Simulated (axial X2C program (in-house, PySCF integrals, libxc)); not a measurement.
# BrSmBr: Ω levels from open-shell CI on f5 s1

Which Ω levels does BrSmBr have in the configuration f5 s1, and how far apart?

The runs use an in-house X2C program for linear molecules on PySCF integrals; two-component X2C, average-of-configuration Hartree–Fock and CI in the open shells.

All values are calculated.

### Step 1. The job

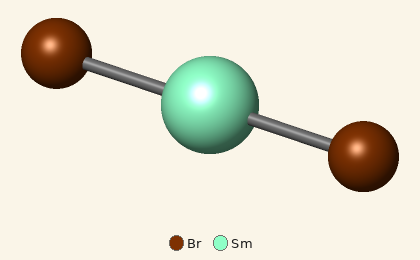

The atoms on one line, bonds 2.729 and 2.729 Å (bromine brown, samarium green).

The input, task.json:

```json
{"zs": [35, 62, 35], "q": 0, "bas": ["dyall-v3z", "dyall-v3z", "dyall-v3z"], "r0": 2.86, "metal": 1, "shells": [[3, [0, 1, 2, 3], 5], [0, [0], 1]], "fix": 0, "emax": 2.2, "nroots": 4}
```

Keys: zs atomic numbers; q charge; bas basis sets; r0 starting distance in Å; metal index of the metal atom; shells open shells as [l, |m| values, electrons]; fix electron count of the first shell held; emax energy window in eV; nroots roots for each Ω.

On the command line:

```bash
> python soci.py task.json out
```

Two-component X2C with atomic mean-field Coulomb and Gaunt terms, basis Br dyall-v3z, Sm dyall-v3z (cores contracted in-house). Orbitals come from Hartree–Fock averaged over the configuration Sm f5 s1; CI then distributes these electrons over the f, s shells of Sm.

### Step 2. CI at Br–Sm–Br held linear, both bonds 2.729 Å

What does the calculation give? Wanted: lowest level of the model; next level; lowest curve, Re and ωe.

As calculated:

| quantity | value |
| --- | --- |
| lowest level of the model | Ω = 0, g∥ = 0.00, 100% f5 s1 |
| next level | Ω = 1, 140 cm⁻¹ higher |
| lowest curve, Re and ωe | 2.734 Å, 183.1 cm⁻¹ |

From 2.729 to 2.633 Å the gap from the lowest to the fifth level goes from 1043 to 1026 cm⁻¹. Without dynamic correlation distances can be off by several hundredths of an Å, and the wavenumbers are rough. Dynamic correlation is missing, so gaps between terms are too wide and other configurations may lie lower; the lowest level listed is that of this model, not necessarily the ground state. At most 4 roots were kept for each Ω > 0 (twice that for Ω = 0) within 2.2 eV of the lowest, so higher up levels can be missing between those listed; levels with Ω > 0 are doubly degenerate and listed once, Ω = 0 levels singly. The molecule was held linear; bending was not examined.
